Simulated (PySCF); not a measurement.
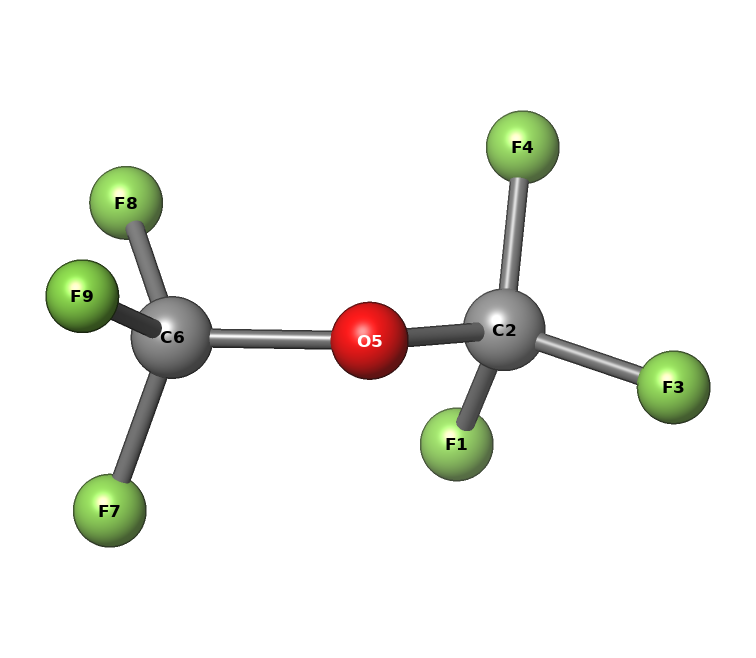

The computed structure is the end point of a PBE0-D3(BJ)/def2-TZVP optimisation. No frequency run is at hand to confirm it as a minimum. Method: GIAO ωB97X-D/pcSseg-2 NMR shielding, non-relativistic, gas phase (PySCF 2.14.0), and the same with a continuum solvent (IEF-PCM, Bondi radii x 1.2, gas-phase geometry).

How do dipole (D), HOMO–LUMO gap (eV), σ(F3) (ppm), σ(F4) (ppm), σ(F1) (ppm) change in chloroform (ε = 4.7)?

```json
{"medium": "gas phase", "dipole (D)": "0.01", "HOMO–LUMO gap (eV)": "17.76", "σ(F3) (ppm)": "245.8", "σ(F4) (ppm)": "240.5", "σ(F1) (ppm)": "249.0"}
{"medium": "chloroform", "dipole (D)": "0.02", "HOMO–LUMO gap (eV)": "17.75", "σ(F3) (ppm)": "246.4", "σ(F4) (ppm)": "241.1", "σ(F1) (ppm)": "249.4"}
```
